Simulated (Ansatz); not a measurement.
**How basis sets differ on C2H5NOSn (SnH2Me(NCO))**

C2H5NOSn: 10 atoms, total charge 0, spin state singlet. As SMILES, `[H][Sn]([H])([CH3])[N]=C=O`. The shape comes from GFN2-xTB, which is rough for such elements, and wasn't checked as a minimum. This is one conformer, not always the lowest.

Each level gives the HOMO–LUMO gap (eV). The values are calculated.

```tsv
level	kind	program	value (eV)	CPU time
HF/STO-3G	Hartree–Fock	Ansatz	16.95	3.6 s
HF/3-21G	Hartree–Fock	Ansatz	13.89	5.2 s
HF/def2-SVP (core potential)	Hartree–Fock	Ansatz	13.97	10 s
HF/def2-SVPD (core potential)	Hartree–Fock	Ansatz	12.89	23 s
```

All-electron rows without a relativistic Hamiltonian named are non-relativistic, while core potentials hold scalar relativity, so basis and relativity change together. The values span 12.89 to 16.95 eV. A Hartree–Fock LUMO above zero doesn't converge with the basis: it sinks as sets grow more diffuse. Orbital gaps aren't excitation energies. Times are those of the runs behind each value, whatever else they computed, on shared processors of several kinds: orders of magnitude only.

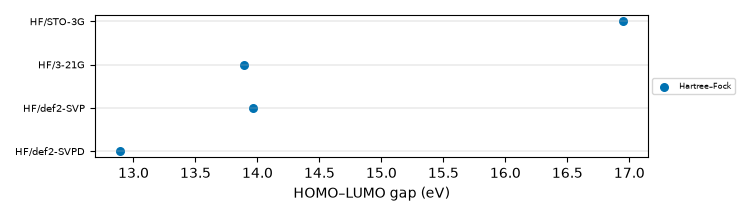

The values of the table, level by level.
